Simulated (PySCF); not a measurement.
# C₅H₁₂FPSi: what the fields show

The calculation's input:

```
{"job": {"kind": "nmr", "xc": "PBE0", "basis": "pcSseg-1"}, "charge": 0, "multiplicity": 1}
C     -2.262913    -0.711229     0.395898
C     -1.024770     0.048951    -0.091472
C     -1.427176     1.366481    -0.759495
C     -0.266915    -0.802543    -1.063891
F     -0.984684    -1.049403    -2.196009
P      1.239545    -1.545101    -1.038564
C      1.928831    -1.043872     0.607402
Si     2.746994     0.683744     0.592491
H     -2.907232    -0.956262    -0.445635
H     -2.824716    -0.100416     1.098970
H     -1.973059    -1.636797     0.890214
H     -0.379577     0.270548     0.762363
H     -2.058073     1.173653    -1.624268
H     -0.544903     1.910509    -1.090545
H     -1.978094     1.987567    -0.056899
H      2.696481    -1.784081     0.839928
H      1.165412    -1.127256     1.379216
H      1.772057     1.695450     0.180593
H      3.872543     0.669605    -0.339352
H      3.205101     0.961132     1.956017
```

Run with:

```sh
OMP_NUM_THREADS=1 python probes_run.py task.json out
```

Geometry: GFN2-xTB.

The calculation used PySCF 2.14.0, PBE0/pcSseg-1, SCF density, gas phase, non-relativistic.

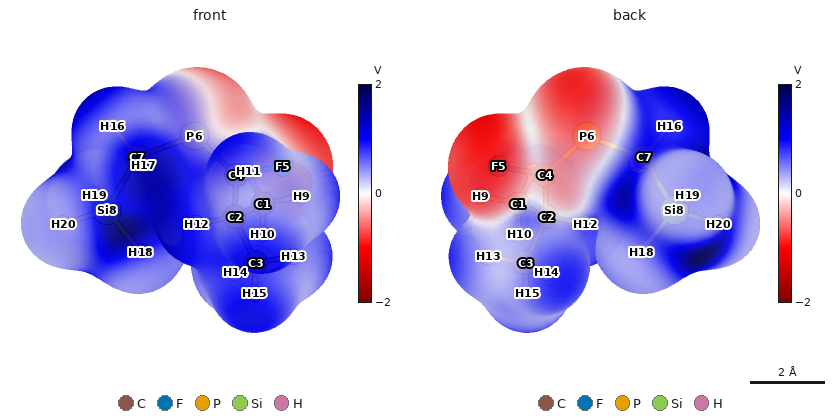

Figure 1. The electrostatic potential painted on the density surface at 0.004 e/bohr³, seen from the front and from behind; red is negative and blue positive.

Which sites attract a positive test charge, and which a negative one?

Answer. A positive charge is drawn to the negative regions and a negative charge to the positive ones. The most negative region (about −1.0 V, or −23 kcal/mol for a unit charge) lies over F5, the most positive (about +1.8 V, or +42 kcal/mol for a unit charge) over Si8.

What dipole moment does the calculation give?

Answer. Its dipole moment is 2.68 D.

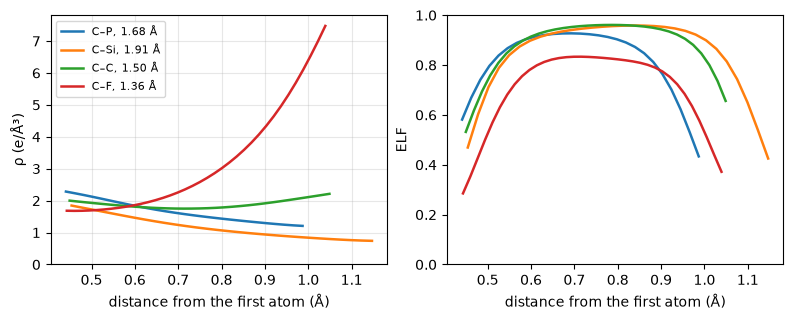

Figure 2. Total electron density and electron localisation function along straight lines between neighbouring atoms. The curves leave out the atomic cores.

What kind of bonding do the profiles show?

Answer. C–P (1.68 Å): ρ is about 1.4 e/Å³ halfway; the ELF peaks at about 0.95 between the atoms; a covalent bond.
C–Si (1.91 Å): ρ at the midpoint is about 0.88 e/Å³; the ELF peaks at about 0.95 between the atoms: localised, covalent bonding.
C–C (1.50 Å): ρ at the midpoint is about 1.8 e/Å³; the ELF peaks at about 0.95 between the atoms: localised, covalent bonding.
C–F (1.36 Å): the density is about 2.2 e/Å³ at the midpoint, with its minimum of 1.7 e/Å³ about 0.5 Å from C; the ELF peaks at about 0.85 between the atoms (a polar covalent bond).
